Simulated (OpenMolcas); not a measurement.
**Run report: C6H16O2Si, single-point calculation (part 2 of 2)**

The same run, continued: C6H16O2Si; HF/ANO-RCC-MB, RHF, DKH2 (OpenMolcas 26.06). The geometry comes from this level: GFN2-xTB.

**The program's output, continued**
```
      Cartesian coordinates in angstrom:
      -----------------------------------------------------
      No.  Label        X            Y            Z
      -----------------------------------------------------
       1   C1        -1.23615000  -2.14027000   2.73916000
       2   C2        -1.27514000  -1.04697000   1.68250000
       3   O3         0.03095000  -0.59262000   1.43481000
       4   SI4        0.53783000   0.49590000   0.34691000
       5   C5         2.42720000   0.45931000   0.51094000
       6   C6        -0.15000000   2.25123000   0.66203000
       7   O7         0.01286000  -0.04879000  -1.10371000
       8   C8         0.21664000   0.50589000  -2.37627000
       9   C9        -0.36494000  -0.42149000  -3.43303000
      10   H10       -0.80910000  -1.75015000   3.65908000
      11   H11       -2.24092000  -2.50405000   2.93718000
      12   H12       -0.61805000  -2.96450000   2.39442000
      13   H13       -1.70867000  -1.42855000   0.75214000
      14   H14       -1.89067000  -0.20789000   2.02877000
      15   H15        2.82031000  -0.52690000   0.28606000
      16   H16        2.74906000   0.72013000   1.51232000
      17   H17        2.88696000   1.16357000  -0.17560000
      18   H18        0.30164000   2.98728000   0.00294000
      19   H19       -1.22480000   2.28608000   0.49782000
      20   H20        0.03417000   2.57541000   1.68155000
      21   H21        1.29055000   0.64745000  -2.54733000
      22   H22       -0.26736000   1.48893000  -2.42714000
      23   H23        0.12034000  -1.39228000  -3.38037000
      24   H24       -1.42963000  -0.55770000  -3.26247000
      25   H25       -0.21310000   0.00098000  -4.42272000
      -----------------------------------------------------
      Nuclear repulsion energy =  590.12324866
--

++    Orbital specifications:
      -----------------------

      Symmetry species               1
                                     a
      Frozen orbitals                0
      Occupied orbitals             41
      Secondary orbitals            24
      Deleted orbitals               0
      Total number of orbitals      65
      Number of basis functions     65
--

      Molecular charge                           0.000

++    Optimization specifications:
      ----------------------------

      SCF Algorithm: Conventional
      Minimized density differences are used
      Number of density matrices in core                 5
      Maximum number of NDDO SCF iterations            400
      Maximum number of HF SCF iterations              400
      Threshold for SCF energy change             1.00E-09
      Threshold for density matrix                1.00E-04
      Threshold for Fock matrix                   1.50E-04
      Threshold for linear dependence             1.00E-09
      Threshold at which DIIS is turned on        1.50E-01
      Maximum depth in the DIIS procedure                5
      Maximum depth in the BFGS Hessian update          30
      Threshold at which QNR/C2DIIS is turned on  7.50E-02
      Threshold for Norm(delta) (QNR/C2DIIS)      1.00E-03
      All orbitals punched on: SCFORB
--

      Input vectors read from INPORB
      Orbital file label: *Guess orbitals

++ Convergence information
                                   SCF        iterations: Energy and convergence statistics

Iter     Tot. SCF        One-elec.       Two-elec.     Energy      Max Dij or  Max Fij      DNorm      TNorm      AccCon     Time
         Energy          Energy          Energy        Change      Delta Norm                                                in Sec.
   1  -675.190849244 -2093.324617949   828.010520048   0.00E+00    1.45E-01*   9.02E-02*    1.19E+01   1.71E+02   None         0.
   2  -675.534189121 -2095.605392401   829.947954622  -3.43E-01*   8.88E-02*   4.49E-02*    2.22E+00   1.72E+02   EDIIS        0.
   3  -675.560885288 -2096.162902563   830.478768618  -2.67E-02*   1.05E-02*   7.17E-03*    6.52E-01   1.72E+02   c2DIIS       0.
   4  -675.563624117 -2096.091393032   830.404520258  -2.74E-03*   9.86E-03*   3.81E-03*    8.48E-02   1.72E+02   QNRc2DIIS    0.
   5  -675.563843305 -2096.144216303   830.457124340  -2.19E-04*   3.97E-03*   7.46E-04*    2.21E-02   1.72E+02   QNRc2DIIS    0.
   6  -675.563871468 -2096.144691371   830.457571246  -2.82E-05*   4.04E-04    1.04E-04     3.74E-03   1.72E+02   QNRc2DIIS    0.
   7  -675.563871854 -2096.143942097   830.456821586  -3.86E-07*   2.01E-04    3.50E-05     7.49E-04   1.72E+02   QNRc2DIIS    0.
   8  -675.563871906 -2096.143557651   830.456437088  -5.17E-08*   1.99E-05    5.51E-06     2.69E-04   1.72E+02   QNRc2DIIS    0.
   9  -675.563871907 -2096.143555852   830.456435288  -9.46E-10    9.99E-06    1.56E-06     7.00E-05   1.72E+02   QNRc2DIIS    0.

       Convergence after   9 Iterations
--

 *****************************************************************************************************************************
 *                                             SCF/KS-DFT Program, Final results                                             *
 *                                                       Final Results                                                       *
 *****************************************************************************************************************************

::    Total SCF energy                               -675.5638719071
      One-electron energy                           -2096.1435558523
      Two-electron energy                             830.4564352882
      Nuclear repulsion energy                        590.1232486571
      Kinetic energy (interpolated)                   680.7601632570
      Virial theorem                                    0.9923669280
      Total spin, S(S+1)                                0.0000000000
      Total spin, S                                     0.0000000000
      Max non-diagonal density matrix element           0.0000075955
      Max non-diagonal Fock matrix element              0.0000012403

      All orbitals with orbital energies smaller than  E(LUMO)+0.5 are printed

++    Molecular orbitals:
      -------------------

      Title: SCF orbitals

      Molecular orbitals for symmetry species 1: a

          Orbital            1         2         3         4         5         6         7         8         9        10
          Energy          -69.1422  -20.4457  -20.4441  -11.3970  -11.3881  -11.3245  -11.3184  -11.2710  -11.2690   -6.3349
          Occ. No.          2.0000    2.0000    2.0000    2.0000    2.0000    2.0000    2.0000    2.0000    2.0000    2.0000

          Orbital           11        12        13        14        15        16        17        18        19        20
          Energy           -4.4156   -4.4143   -4.4130   -1.3737   -1.3460   -1.0536   -1.0396   -0.9850   -0.9607   -0.8792
          Occ. No.          2.0000    2.0000    2.0000    2.0000    2.0000    2.0000    2.0000    2.0000    2.0000    2.0000

          Orbital           21        22        23        24        25        26        27        28        29        30
          Energy           -0.8672   -0.7414   -0.6879   -0.6839   -0.6758   -0.6277   -0.6142   -0.6044   -0.5958   -0.5914
          Occ. No.          2.0000    2.0000    2.0000    2.0000    2.0000    2.0000    2.0000    2.0000    2.0000    2.0000

          Orbital           31        32        33        34        35        36        37        38        39        40
          Energy           -0.5879   -0.5792   -0.5659   -0.5642   -0.5551   -0.5436   -0.5111   -0.4662   -0.4659   -0.4450
          Occ. No.          2.0000    2.0000    2.0000    2.0000    2.0000    2.0000    2.0000    2.0000    2.0000    2.0000

          Orbital           41        42        43        44        45        46        47        48        49        50
          Energy           -0.4257    0.3050    0.3129    0.3328    0.3699    0.5128    0.5181    0.5242    0.5297    0.5345
          Occ. No.          2.0000    0.0000    0.0000    0.0000    0.0000    0.0000    0.0000    0.0000    0.0000    0.0000

          Orbital           51        52        53        54        55        56        57        58        59        60
          Energy            0.5376    0.5530    0.5687    0.5812    0.5886    0.5965    0.6062    0.6154    0.6248    0.6307
          Occ. No.          0.0000    0.0000    0.0000    0.0000    0.0000    0.0000    0.0000    0.0000    0.0000    0.0000

          Orbital           61        62        63        64        65
          Energy            0.6326    0.6530    0.6596    0.6701    0.6879
          Occ. No.          0.0000    0.0000    0.0000    0.0000    0.0000

--

++    Molecular charges:
      ------------------

      Mulliken charges per centre and basis function type
      ---------------------------------------------------

                C1      C2      O3      SI4     C5      C6      O7      C8      C9      H10     H11     H12
      1s       2.0004  2.0002  2.0003  2.0000  2.0006  2.0006  2.0002  2.0002  2.0004  0.8353  0.8441  0.8328
      2s       1.2339  1.1645  1.7708  1.9965  1.3060  1.3054  1.7724  1.1632  1.2341  0.0000  0.0000  0.0000
      2px      1.1194  0.8394  1.4154  1.9998  1.2049  1.1276  1.8768  1.0944  1.1118  0.0000  0.0000  0.0000
      2pz      1.0635  1.0702  1.7908  1.9997  1.1211  1.1216  1.2493  0.8237  1.0535  0.0000  0.0000  0.0000
      2py      1.0592  1.0385  1.7267  1.9997  1.1215  1.2002  1.8012  1.0305  1.0763  0.0000  0.0000  0.0000
      3s       0.0000  0.0000  0.0000  0.8582  0.0000  0.0000  0.0000  0.0000  0.0000  0.0000  0.0000  0.0000
      3px      0.0000  0.0000  0.0000  0.6035  0.0000  0.0000  0.0000  0.0000  0.0000  0.0000  0.0000  0.0000
      3pz      0.0000  0.0000  0.0000  0.3801  0.0000  0.0000  0.0000  0.0000  0.0000  0.0000  0.0000  0.0000
      3py      0.0000  0.0000  0.0000  0.5322  0.0000  0.0000  0.0000  0.0000  0.0000  0.0000  0.0000  0.0000
      Total    6.4764  6.1129  8.7039 12.3698  6.7540  6.7553  8.6999  6.1121  6.4761  0.8353  0.8441  0.8328

      N-E     -0.4764 -0.1129 -0.7039  1.6302 -0.7540 -0.7553 -0.6999 -0.1121 -0.4761  0.1647  0.1559  0.1672

                H13     H14     H15     H16     H17     H18     H19     H20     H21     H22     H23     H24
      1s       0.8478  0.8620  0.8402  0.8419  0.8568  0.8524  0.8506  0.8468  0.8607  0.8589  0.8325  0.8338
      2s       0.0000  0.0000  0.0000  0.0000  0.0000  0.0000  0.0000  0.0000  0.0000  0.0000  0.0000  0.0000
      2px      0.0000  0.0000  0.0000  0.0000  0.0000  0.0000  0.0000  0.0000  0.0000  0.0000  0.0000  0.0000
      2pz      0.0000  0.0000  0.0000  0.0000  0.0000  0.0000  0.0000  0.0000  0.0000  0.0000  0.0000  0.0000
      2py      0.0000  0.0000  0.0000  0.0000  0.0000  0.0000  0.0000  0.0000  0.0000  0.0000  0.0000  0.0000
      3s       0.0000  0.0000  0.0000  0.0000  0.0000  0.0000  0.0000  0.0000  0.0000  0.0000  0.0000  0.0000
      3px      0.0000  0.0000  0.0000  0.0000  0.0000  0.0000  0.0000  0.0000  0.0000  0.0000  0.0000  0.0000
      3pz      0.0000  0.0000  0.0000  0.0000  0.0000  0.0000  0.0000  0.0000  0.0000  0.0000  0.0000  0.0000
      3py      0.0000  0.0000  0.0000  0.0000  0.0000  0.0000  0.0000  0.0000  0.0000  0.0000  0.0000  0.0000
      Total    0.8478  0.8620  0.8402  0.8419  0.8568  0.8524  0.8506  0.8468  0.8607  0.8589  0.8325  0.8338

      N-E      0.1522  0.1380  0.1598  0.1581  0.1432  0.1476  0.1494  0.1532  0.1393  0.1411  0.1675  0.1662

                H25
      1s       0.8429
      2s       0.0000
      2px      0.0000
      2pz      0.0000
      2py      0.0000
      3s       0.0000
      3px      0.0000
      3pz      0.0000
      3py      0.0000
      Total    0.8429

      N-E      0.1571

      Total electronic charge=   82.000000

      Total            charge=   -0.000000
--

++    Static properties:
      ------------------

      LoProp Charges per center

                   C1       C2       O3       SI4      C5       C6       O7       C8       C9       H10
      Nuclear      6.0000   6.0000   8.0000  14.0000   6.0000   6.0000   8.0000   6.0000   6.0000   1.0000
      Electronic  -6.3183  -6.0190  -8.5337 -12.7645  -6.5578  -6.5655  -8.5387  -6.0191  -6.3181  -0.8910

      Total       -0.3183  -0.0190  -0.5337   1.2355  -0.5578  -0.5655  -0.5387  -0.0191  -0.3181   0.1090

                   H11      H12      H13      H14      H15      H16      H17      H18      H19      H20
      Nuclear      1.0000   1.0000   1.0000   1.0000   1.0000   1.0000   1.0000   1.0000   1.0000   1.0000
      Electronic  -0.8961  -0.8891  -0.9100  -0.9206  -0.8856  -0.8860  -0.8974  -0.8939  -0.8934  -0.8900

      Total        0.1039   0.1109   0.0900   0.0794   0.1144   0.1140   0.1026   0.1061   0.1066   0.1100

                   H21      H22      H23      H24      H25
      Nuclear      1.0000   1.0000   1.0000   1.0000   1.0000
      Electronic  -0.9197  -0.9187  -0.8889  -0.8898  -0.8953

      Total        0.0803   0.0813   0.1111   0.1102   0.1047
--

++    Natural Bond Order analysis
      ---------------------------
      Based on LoProp computed density
      -------------------------------------------------------------------------------------
      Atom A       Atom B       Bond Order
      -------------------------------------------------------------------------------------
      NBO located      0.996 non-bonded electrons on atom C1
      NBO located      0.996 non-bonded electrons on atom C2
      NBO located      0.999 non-bonded electrons on atom O3
      NBO located      1.000 non-bonded electrons on atom SI4
      NBO located      0.999 non-bonded electrons on atom SI4
      NBO located      0.998 non-bonded electrons on atom SI4
      NBO located      0.998 non-bonded electrons on atom SI4
      NBO located      0.997 non-bonded electrons on atom SI4
      NBO located      0.995 non-bonded electrons on atom C5
      NBO located      0.995 non-bonded electrons on atom C6
      NBO located      1.000 non-bonded electrons on atom O7
      NBO located      1.000 non-bonded electrons on atom O7
      NBO located      0.997 non-bonded electrons on atom C8
      NBO located      0.996 non-bonded electrons on atom C9
      The remaining   34.110 electrons are to be considered as diffuse
--

++    Molecular properties:
      ---------------------

      Charge (e):
                      =   -0.0000
      Dipole Moment (debye):
      Origin of the operator (angstrom)=    0.0740   -0.0037    0.0807
                   X= -2.4236E-01               Y=  1.5185E+00               Z= -7.7980E-01           Total=  1.7241E+00
      Quadrupole Moment (debye*angstrom):
      Origin of the operator (angstrom)=    0.0740   -0.0037    0.0807
                  XX= -7.2661E+01              XY=  1.2219E+00              XZ= -2.4106E+00              YY= -7.4012E+01
                  YZ= -6.0485E-01              ZZ= -7.3248E+01
      In traceless form (debye*angstrom)
                  XX=  9.6905E-01              XY=  1.8329E+00              XZ= -3.6160E+00              YY= -1.0571E+00
                  YZ= -9.0727E-01              ZZ=  8.8066E-02
--

--- Stop Module: scf /rc=_RC_ALL_IS_WELL_ ---

.##################.
.# Happy landing! #.
.##################.

    Timing: Wall=15.56 User=14.96 System=0.59
```

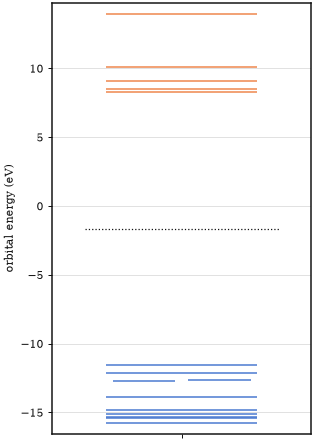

*Orbital energies near the frontier; the dotted line parts filled from empty levels, and levels within 0.02 eV of each other stand side by side.*

Highest filled −11.58 eV, lowest empty 8.30 eV, 19.88 eV apart.

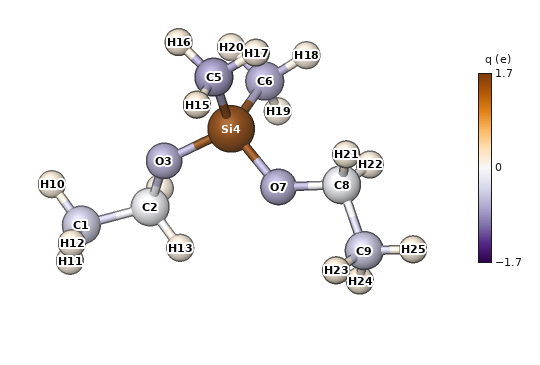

*Mulliken charges, as the colour of each atom (ball-and-stick view, seen at a tilt; atoms are numbered from 1 in the order of the input).*

By element: C −0.76 to −0.11, O −0.70, Si +1.63 and H +0.14 to +0.17 e.
